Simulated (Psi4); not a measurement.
# TPSS/cc-pVTZ (sweep point 8) run of H2S2 (SMILES SS)

Aim: the vertical electron affinity of H2S2 at TPSS/cc-pVTZ (sweep point 8), from 2 runs. 

The calculation is run with Psi4 1.11.

4 further runs of the same task are left out: 4 set aside as unsound or not needed.

## 1. The structure to begin with

The species is H2S2 (4 atoms), meant as a singlet with charge 0. SMILES: `SS`. The shape is that of a PBE0-D4/def2-TZVP optimisation.

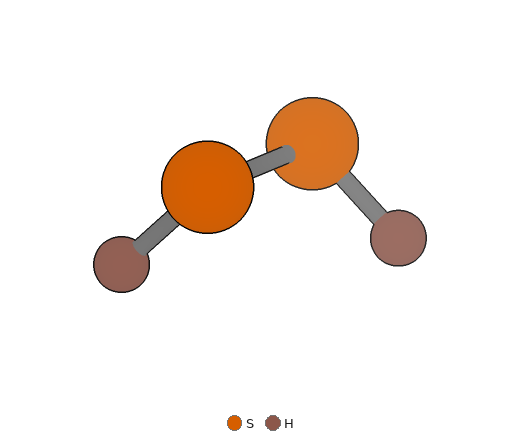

Viewed from a chosen angle; sulfur orange, hydrogen brown.

## 2. A single-point energy at TPSS/cc-pVTZ (sweep point 8)

File input.inp:

```
memory 1.6 GB

molecule {
  0 1
  S      1.48245235    -1.49139075     0.31499845
  S      0.11379931     2.11944123     0.12729195
  H     -0.42598206    -2.55602466     1.61926852
  H     -1.17028849     1.92799308    -2.06159672
  units bohr
  symmetry c1
}

set globals {
  basis cc-pVTZ
  reference rks
  puream true
  scf_type pk
  dft_radial_points 250
  dft_spherical_points 1202
}

e, wfn = energy('tpss', return_wfn=True)
```

Run with:

```bash
$ psi4 -i input.inp -o input.out -n 1
```

input.out:

```text
[...]
  Running in c1 symmetry.
[...]
  Nuclear repulsion =   85.443143548822533
[...]
  Multiplicity = 1
[...]
  Nalpha       = 17
  Nbeta        = 17
[...]
    Number of basis functions: 96
[...]
   @RKS iter   1:  -797.60255223933541   -6.43814e-02   4.18749e-03 ADIIS/DIIS
[...]
   @RKS iter   8:  -797.66917087352329   -7.86702e-09   3.49437e-07 DIIS
[...]
    Orbital Energies [Eh]
    ---------------------
    Doubly Occupied:
       1A    -88.415732     2A    -88.415729     3A     -7.771535
       4A     -7.771488     5A     -5.754515     6A     -5.754276
       7A     -5.749619     8A     -5.749570     9A     -5.741937
      10A     -5.741936    11A     -0.753604    12A     -0.622015
      13A     -0.423460    14A     -0.375225    15A     -0.329232
      16A     -0.236357    17A     -0.235450
[...]
  @RKS Final Energy:  -797.66917087352329
   => Energetics <=
    Nuclear Repulsion Energy =             85.4431435488225333
    One-Electron Energy =               -1271.0565666267525557
    Two-Electron Energy =                 440.0798985969240107
    DFT Exchange-Correlation Energy =     -52.1356463925172591
    Empirical Dispersion Energy =           0.0000000000000000
    VV10 Nonlocal Energy =                  0.0000000000000000
    Total Energy =                       -797.6691708735232851
[...]
 Multipole Moments:
 ------------------------------------------------------------------------------------
     Multipole            Electronic (a.u.)      Nuclear  (a.u.)        Total (a.u.)
 ------------------------------------------------------------------------------------
 L = 1.  Multiply by 2.5417464519 to convert [e a0] to [Debye]
 Dipole X            :          1.1077745           -1.5340099           -0.4262354
 Dipole Y            :          0.4358480           -0.6035486           -0.1677006
 Dipole Z            :          0.3069564           -0.4250601           -0.1181036
 Magnitude           :                                                    0.4730207
[...]
```

Run time: 2 min. Hardware: 1 thread of Intel Xeon at 2.70GHz, shared host; peak memory 1.1 GiB.

## 3. The doublet anion at the same level

File h2s2.dat:

```
memory 1.6 GB

molecule {
  -1 2
  S      1.48245235    -1.49139075     0.31499845
  S      0.11379931     2.11944123     0.12729195
  H     -0.42598206    -2.55602466     1.61926852
  H     -1.17028849     1.92799308    -2.06159672
  units bohr
  symmetry c1
}

set {
  reference            uks
  puream               true
  scf_type             pk
  dft_radial_points    250
  dft_spherical_points 1202
  maxiter              100
}

e, wfn = energy('tpss/cc-pVTZ', return_wfn=True)
```

Run with:

```bash
$ psi4 h2s2.dat h2s2.out -n 1
```

h2s2.out:

```text
[...]
  Running in c1 symmetry.
[...]
  Nuclear repulsion =   85.443143548822533
[...]
  Multiplicity = 2
[...]
  Nalpha       = 18
  Nbeta        = 17
[...]
    Number of basis functions: 96
[...]
   @UKS iter   1:  -797.41698630274561    1.21184e-01   6.38602e-03 DIIS/ADIIS
[...]
   @UKS iter   9:  -797.62368629417756   -6.21280e-08   8.83421e-07 DIIS
[...]
   @S^2 Observed:                7.528156148E-01
[...]
    Orbital Energies [Eh]
    ---------------------
    Alpha Occupied:
       1A    -88.145187     2A    -88.145184     3A     -7.504537
       4A     -7.504490     5A     -5.486383     6A     -5.486217
       7A     -5.482897     8A     -5.482778     9A     -5.476301
      10A     -5.476300    11A     -0.506231    12A     -0.380319
      13A     -0.183658    14A     -0.140203    15A     -0.091202
      16A     -0.002240    17A     -0.001148    18A      0.150767
    Alpha Virtual:
      19A      0.188897    20A      0.203958    21A      0.347101
      22A      0.387973    23A      0.409758    24A      0.417638
      25A      0.451957    26A      0.456927    27A      0.471044
[...]
  @UKS Final Energy:  -797.62368629417756
   => Energetics <=
    Nuclear Repulsion Energy =             85.4431435488225333
    One-Electron Energy =               -1279.7312082712867323
    Two-Electron Energy =                 449.0720458493590854
    DFT Exchange-Correlation Energy =     -52.4076674210723468
    Empirical Dispersion Energy =           0.0000000000000000
    VV10 Nonlocal Energy =                  0.0000000000000000
    Total Energy =                       -797.6236862941775598
[...]
 Multipole Moments:
 ------------------------------------------------------------------------------------
     Multipole            Electronic (a.u.)      Nuclear  (a.u.)        Total (a.u.)
 ------------------------------------------------------------------------------------
 L = 1.  Multiply by 2.5417464519 to convert [e a0] to [Debye]
 Dipole X            :          1.2777750           -1.5340099           -0.2562349
 Dipole Y            :          0.5027285           -0.6035486           -0.1008201
 Dipole Z            :          0.3540625           -0.4250601           -0.0709976
 Magnitude           :                                                    0.2843619
[...]
```

It took 2.8 min on 1 thread of Intel Xeon at 2.70GHz, shared host; peak memory 1.1 GiB.

## 4. Results

Level: TPSS/cc-pVTZ (sweep point 8).

| quantity | value |
| --- | --- |
| singlet H2S2: total energy | -797.66917 Eh |
| singlet H2S2: dipole moment | 1.20 D |
| singlet H2S2: HOMO energy | -6.41 eV |
| singlet H2S2: LUMO energy | -1.72 eV |
| singlet H2S2: HOMO–LUMO gap | 4.68 eV |
| doublet anion: total energy | -797.62369 Eh |
| doublet anion: HOMO energy (highest over α and β) | 4.10 eV |
| doublet anion: LUMO energy (lowest over α and β) | 5.07 eV |
| doublet anion: ⟨S²⟩ | 0.753 |
| vertical electron affinity (to the doublet anion) | -1.238 eV |

What this shows: The anion lies 1.24 eV (119 kJ/mol) above the neutral: the electron isn't bound at this level, and such a value depends on the basis. Without diffuse functions anions come out too high. The HOMO (doublet anion) lies at positive energy, 4.10 eV, as semi-local functionals often give for anions; only total energies tell whether the electron is bound.
